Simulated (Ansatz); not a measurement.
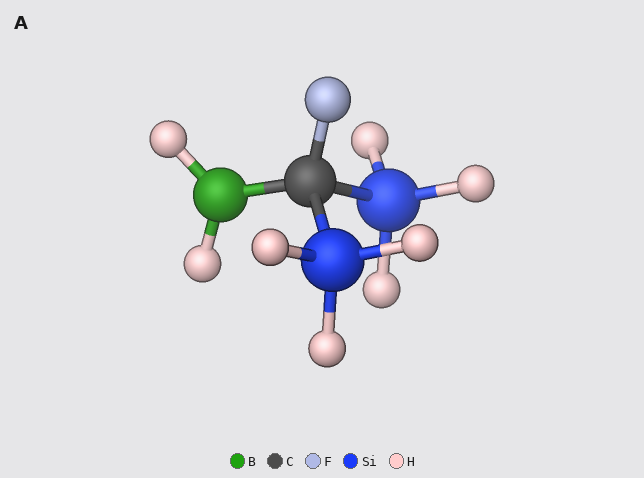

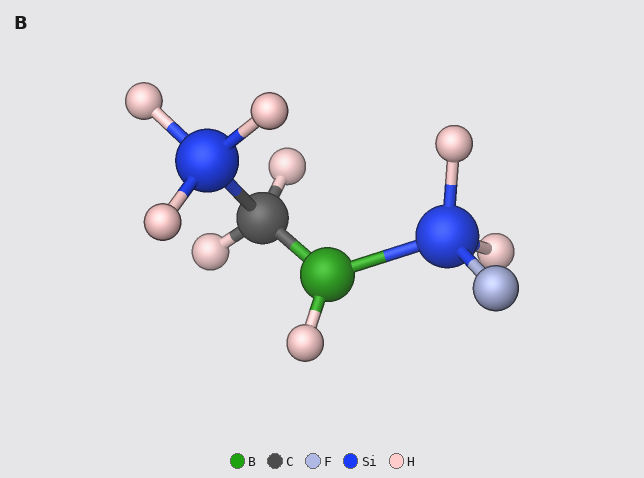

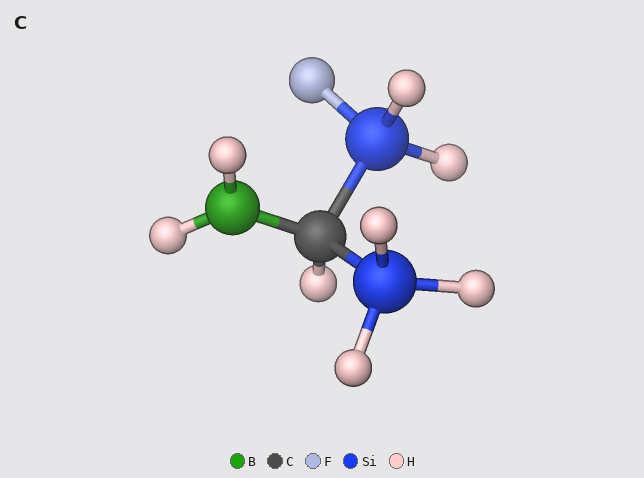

3 stationary structures of one formula. Geometries: PBE-D4/def2-SVP. Electronic energies: PBE-D4/def2-SVP (Ansatz 0.2.0), without zero-point energy. No frequency run is at hand to confirm each as a minimum. Each is one conformer, not always the lowest.

Are they conformers, stereoisomers or constitutional isomers?

They are constitutional isomers of CH8BFSi2: A `BC(F)([SiH3])[SiH3]`, B `F[SiH2]BC[SiH3]`, C `B[C@H]([SiH3])[SiH2]F`.

Which structure is the most stable?

C is lowest; B lies 6.5 kcal/mol above it, A lies 51.1 kcal/mol above it.
